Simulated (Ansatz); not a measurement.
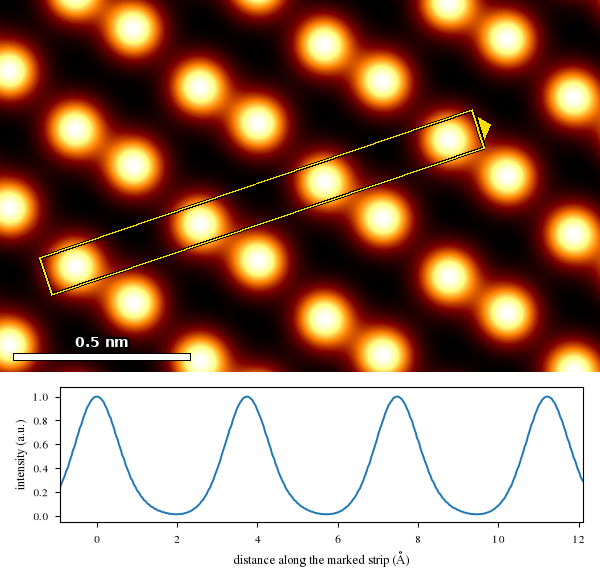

Integrated-DPC-like image of Sb (R-3m, No. 166) along [100]. Simulated as the projected potential of neutral atoms (B = 0.5 Å²) blurred by a 1.04 Å probe, the thin-sample limit of integrated differential phase contrast. Structure: the geometry given to an electronic-structure calculation, possibly off equilibrium.

```cif
data_structure
_symmetry_space_group_name_H-M 'P 1'
_symmetry_Int_Tables_number 1
_cell_length_a 4.3173
_cell_length_b 4.3173
_cell_length_c 11.0910
_cell_angle_alpha 90.000
_cell_angle_beta 90.000
_cell_angle_gamma 120.000
_cell_volume 179.03
loop_
_atom_site_label
_atom_site_type_symbol
_atom_site_fract_x
_atom_site_fract_y
_atom_site_fract_z
_atom_site_occupancy
Sb1 Sb 0.33333 0.66667 0.90225 1
Sb2 Sb 0.00000 0.00000 0.76441 1
Sb3 Sb 0.00000 0.00000 0.23559 1
Sb4 Sb 0.66667 0.33333 0.09775 1
Sb5 Sb 0.66667 0.33333 0.56892 1
Sb6 Sb 0.33333 0.66667 0.43108 1
```

The curve is the intensity along the marked strip, in the direction of its arrowhead, with zero distance at the first column. Brightness is counted from the darkest point of the image.

Assign the peaks of the line profile.

```csv
position (Å),atoms per repeat along the beam,height (% of the highest)
0.0,1 Sb,100
3.7,1 Sb,100
7.5,1 Sb,100
11.2,1 Sb,100
```
